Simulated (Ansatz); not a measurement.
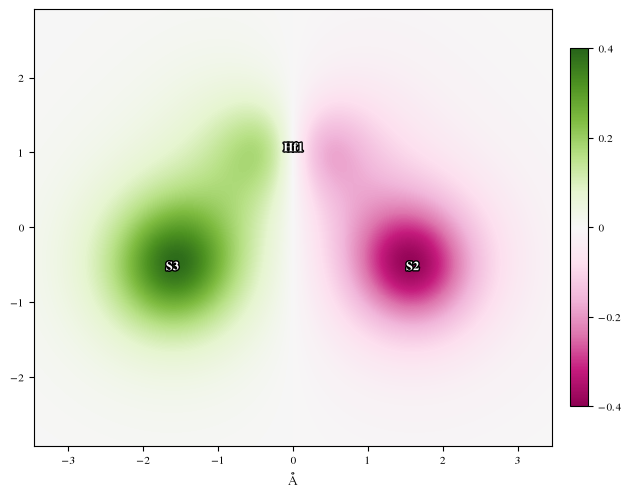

The picture shows: HfS₂ (triplet). The HOMO (β) on a plane 0.8 Å above the molecular plane (values in Å⁻³ᐟ²; the overall sign is arbitrary).

Geometry: PBE0-D4/def2-TZVP; core potentials replace the inner electrons of Hf.

The calculation used UKS PBE0-D4/def2-TZVP (Ansatz 0.2.0).

> Describe this orbital and give its energy.

By Hirshfeld shares it lies mainly on S2 (about 40 %), S3 (about 40 %) and Hf1 (about 20 %); it changes sign across the molecular plane (π type); π-bonding across Hf1–S2; π-antibonding (a node) across Hf1–S3. Its energy is −7.37 eV.
